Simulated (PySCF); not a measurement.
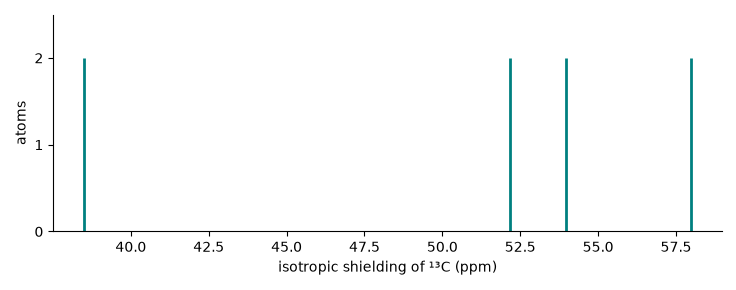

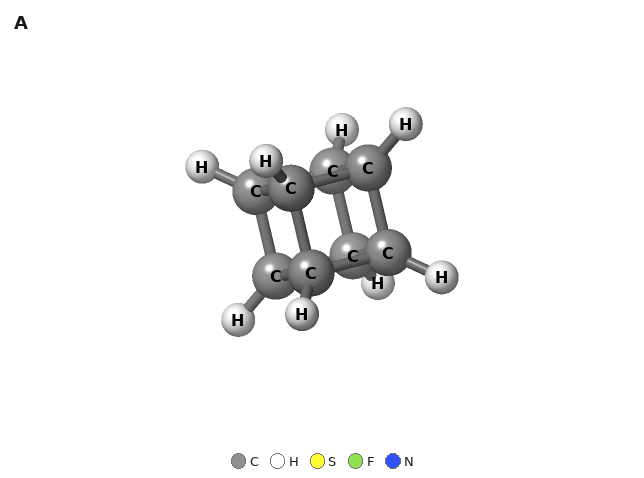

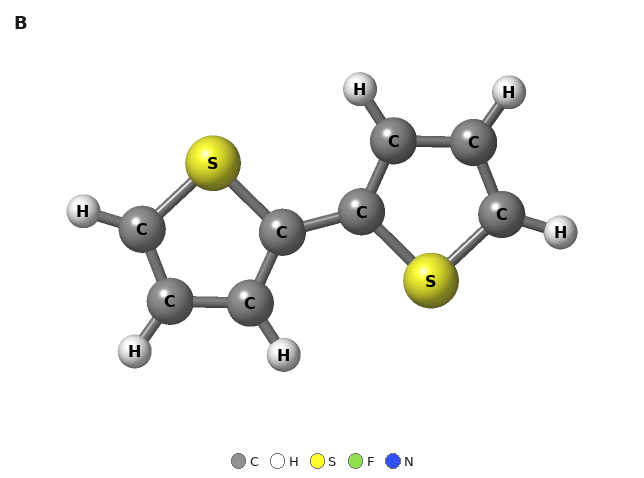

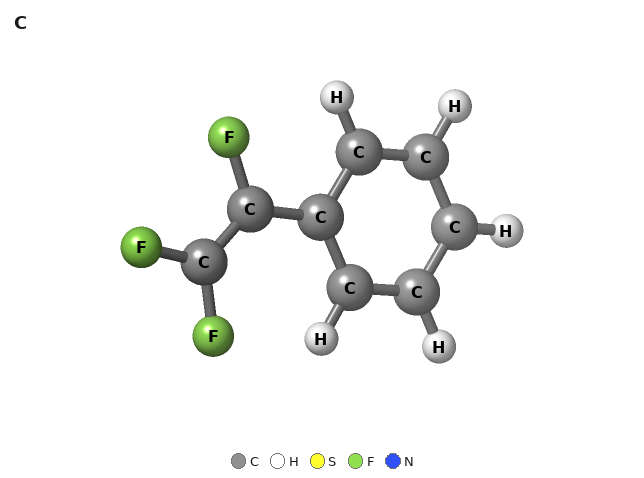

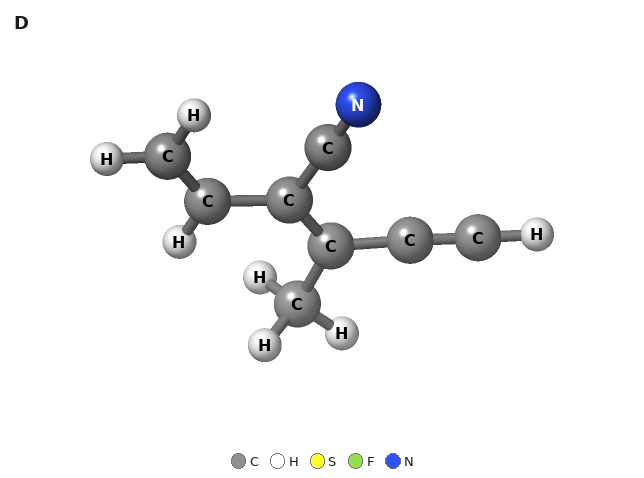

The sticks are computed shieldings of one of the molecules, for one fixed geometry (PBE0-D3(BJ)/def2-SVP) without averaging over rotations. Low shielding means a high chemical shift. Method: GIAO PBE0/pcSseg-1 NMR shielding, non-relativistic, gas phase (PySCF 2.14.0).

### Which molecule gives this pattern?

B, `c1csc(-c2cccs2)c1`. Its 8 C atoms give lines at 38.5 (2 atoms), 52.2 (2 atoms), 54.0 (2 atoms), 58.0 (2 atoms) ppm.
